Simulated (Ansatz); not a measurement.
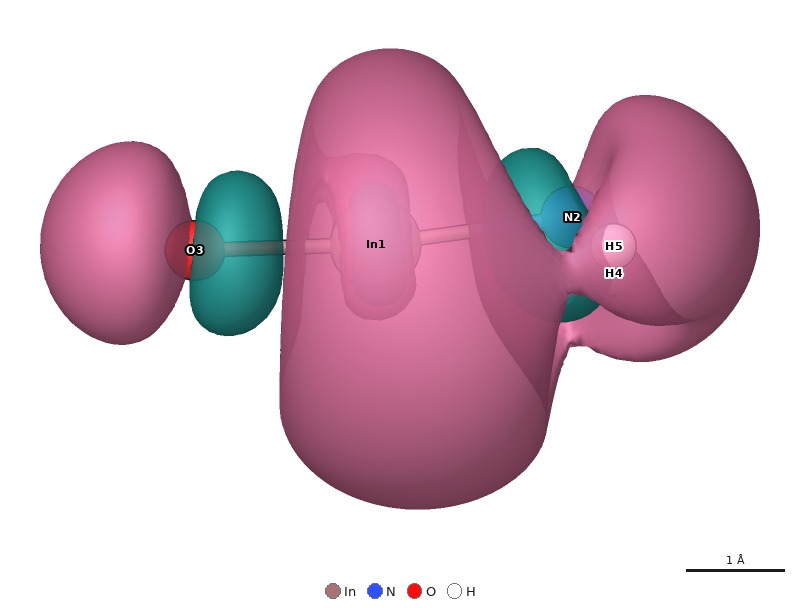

*H2InNO (SMILES [NH2][In+][O-]). The LUMO at ±0.06 Å⁻³ᐟ² (teal and pink are the two phases), seen from one side.*

Geometry: r2SCAN-D4/def2-SVP; core potentials replace the inner electrons of In.

Computed with isolated molecule in a Gaussian basis; Kohn-Sham density functional theory, functional PBE0 (Ansatz).

```tsv
atom	x (Å)	y (Å)	z (Å)
In	-0.3429	0.0301	-1.0371
N	-1.3743	-0.3947	0.6574
O	0.7214	0.2791	-2.5284
H	-2.3337	-0.6727	0.4346
H	-1.4499	0.4359	1.2504
```

Question: Where does this orbital lie, and at what energy?

Answer: It lies mainly on In1 (about 55 %), O3 (about 20 %) and N2 (about 15 %). Its energy is −2.09 eV.
